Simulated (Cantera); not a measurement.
A closed system holds: 1 mol SiH₄, 0.16 mol C₂H₄, 810 mol H₂, held at 1848.15 K.

Equilibrium computed with Cantera from the NASA thermochemical tables; the gas is ideal and each condensed phase is pure. Candidate condensed phases: C, C₆H₆, C₇H₈, C₈H₁₈, Si, SiC; 87 gas species. Mutual solubility and eutectic melting of coexisting phases are not modelled. Gases not in the tables: Si₂H₆ and higher silanes. Equilibrium is a limit: real reactors are often held back by kinetics, nucleation or transport.

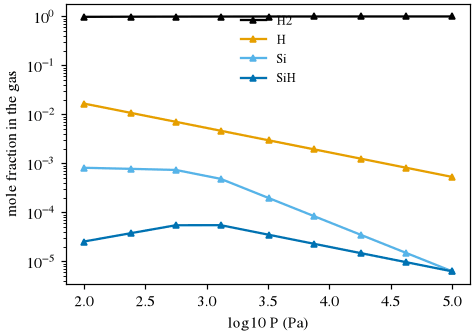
Fig. 1. Equilibrium gas composition (values under 1e-9 drawn at 1e-9)

From 1.00 mbar to 5.60 mbar the condensed part is SiC(s). From 13.0 mbar to 1.00 bar the condensed part is Si(l) + SiC(s). The main Si-bearing gas is Si at 1.00 mbar and SiH₂ at 1.00 bar. The share of Si in condensed phases is highest at 1.00 bar (95.5 %) and lowest at 1.00 mbar (28.7 %).
